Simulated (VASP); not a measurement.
Band structure of CdS (wurtzite). These are LDA (Ceperley-Alder, Perdew-Zunger) with spin-orbit coupling, VASP's LDA PAW potentials (set 64) (plane waves; VASP 6.6.1) values and carry that method's errors.

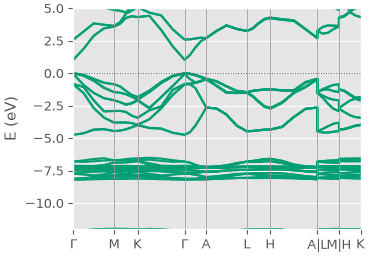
Bands along high-symmetry lines, zero at the valence-band maximum or, without a gap, the Fermi level

Problem. Read the plot: is there a gap, and where are the band edges?

Solution. The gap is direct, 1.04 eV, from the valence maximum at Γ to the conduction minimum at Γ.

Measured: gap 2.64 eV at 0 K (computed value off by -1.60 eV), as given by X. Ren et al., All-electron periodic G0W0 implementation with numerical atomic orbital basis functions: algorithm and benchmarks (2021), arXiv:2011.01400 [zero-point renormalisation of 0.068 eV removed from the gap extrapolated to 0 K (as printed)].

The compound is CdS in the wurtzite structure. It was relaxed first.
